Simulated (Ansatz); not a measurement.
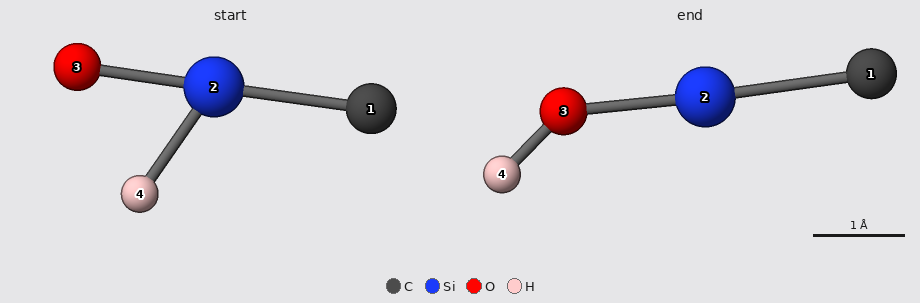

The structure of CHOSi (charge +1) before (left) and after (right) a relaxation, at one scale.

A ball-and-stick model, seen face on.

The run prepares an end point of a later path (hydrogen shift) calculation, from a guessed geometry.

Theory: RKS PBE0-D4/def2-SVP (Ansatz).

Input
```yaml
crystal:
  periodic: [false, false, false]
  atoms:
    - { symbol: C, position_ang: [-1.42541, 1.25153, 1.33788] }
    - { symbol: Si, position_ang: [-0.34777, 0.29747, 0.33289] }
    - { symbol: O, position_ang: [0.58782, -0.54196, -0.5351] }
    - { symbol: H, position_ang: [0.28162, 0.98503, -0.76471] }
total_charge: 1
basis:
  gaussian: { orbitals: def2-SVP }
hamiltonian:
  xc: pbe0
  dispersion: d4
relax:
  f_tol: 0.02
  max_steps: 50
```

Launched with:
```bash
ansatz run input.yaml --threads 1 --pin off --max-ram 2048MiB --backend cpu --events-out ev --progress --plain --runs-dir out
```

**What changed between the two?**

Over 11 accepted moves (12 points after the start) the energy falls by 86.9 kcal/mol. The largest force component goes from 2.3 to 0.01 eV/Å. The line search rejected the trial step at point 4 of the run. The largest move after the best rigid fit is that of H4, 1.10 Å. Largest moves by element: H 1.10 Å, C 0.59 Å, O 0.57 Å, Si 0.36 Å. Some distances before and after: Si2–H4 1.440 → 2.400 Å, O3–H4 1.574 → 0.974 Å, C1–Si2 1.755 → 1.852 Å, Si2–O3 1.528 → 1.572 Å. New bonds form, among them: O3–H4 (1.57 → 0.97 Å). Bonds break, among them: Si2–H4 (1.44 → 2.40 Å).
